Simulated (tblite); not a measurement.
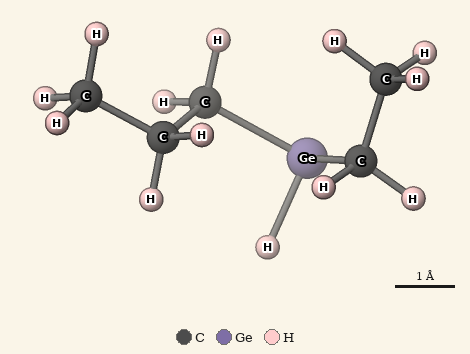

**Figure 1.** The structure (ball-and-stick view, seen at a tilt). Sticks mark near contacts.

Nudged elastic band, with input and output: C$_{5}$H$_{13}$Ge (charge −1)

- system: C$_{5}$H$_{13}$Ge, charge −1
- method: GFN2-xTB climbing-image nudged elastic band, gas phase (tblite 0.8.0)

Input file
```
{"job": {"xc": "GFN2-xTB", "basis": "xTB", "kind": "neb"}, "charge": -1, "multiplicity": 1}
C      2.655149     0.209471     0.484377
C      1.381250     0.105230    -0.358235
C      0.584069    -1.153184    -0.098394
Ge    -1.102644    -1.434226    -1.264578
C     -1.932493     0.433780    -0.930457
C     -2.435278     0.562709     0.495196
H      3.207241     1.127301     0.266426
H      2.409829     0.204656     1.547623
H      3.311818    -0.639092     0.287757
H      1.648940     0.137401    -1.417557
H      0.758188     0.978974    -0.152789
H      0.293457    -1.183707     0.960910
H      1.239705    -2.021807    -0.248340
H     -0.317231    -0.899053    -2.639048
H     -1.242174     1.253449    -1.144637
H     -2.781273     0.568392    -1.613884
H     -1.607599     0.462927     1.197298
H     -2.927557     1.525302     0.695542
H     -3.153203    -0.229272     0.717028
```

The first line tells a small driver script what to run in tblite; the rest is the geometry in Å.

Machine: 1 CPU thread, shared host.

Run as:
```bash
OMP_NUM_THREADS=1 python <driver script> task.json out
```

Log
```
image   E - E0 / eV
  0       0.0000
  1       0.4808
  2       1.0876
  3       0.7304
  4       0.3044
  5       0.0560
  6       0.0096
```

Results in brief

| quantity | value |
| --- | --- |
| outcome | converged |
| forward barrier | 1.088 eV |
| wall time | 13 s |
| peak memory | 0.2 GiB |
